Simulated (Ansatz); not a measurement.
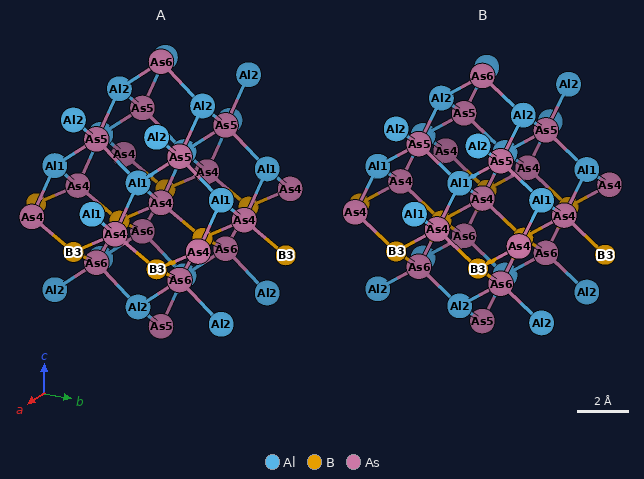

Two geometries of solid Al₂BAs₃ (a generated structure, set up in I-4m2) (coarse preliminary run), drawn at one scale. One is the start of a relaxation, the other its converged end. A ball-and-stick model of the atoms within 5.8 Å of the atom that moves most (axes of the conventional cell (2 times the calculation's cell)), seen from a free direction. Lengths and directions refer to the drawn axes.

The calculation used Ansatz 0.2.0, DFT PBE, scalar-relativistic, plane waves, PAW. Set-up: plane-wave cutoff 420 eV; k-point mesh 6 × 6 × 6; occupations gaussian; smearing width 0.1 eV; no spin polarisation; cell and atoms relaxed; force threshold 0.04 eV/Å; at most 70 steps.

Which one is relaxed?

Answer. Structure A is the relaxed one. After 3 accepted moves (4 points after the start) the energy has fallen by 203 meV per atom. Largest force component: 3.5 eV/Å at the start, 0.016 eV/Å at the end. Pressure: 11.92 GPa at the start and 0.25 GPa at the end. The SCF was repeated once at an unchanged geometry on a basis and grid sized afresh for the cell, which shifted the energy by 0.7 meV per atom at most. The largest moves relative to the cell, 0.25 Å, are those of As4 and As6. As4 goes along −c. Largest moves by element: As 0.25 Å, Al 0.11 Å. B stays in place. Cell: a = b 3.735 → 3.795 Å (+1.6 %), c 15.848 → 16.723 Å (+5.5 %). Volume +8.9 %. Among the contacts that change: Al1–As4 2.287 → 2.440 Å, Al1–As5 2.287 → 2.423 Å, B3–As4 2.287 → 2.213 Å. Among the angles between lasting bonds that change: As4–B3–As4 109.5° → 118.1°, B3–As4–B3 109.5° → 118.1°, Al1–As4–Al1 109.5° → 102.1°. The space group stays I-4m2 (No. 119).
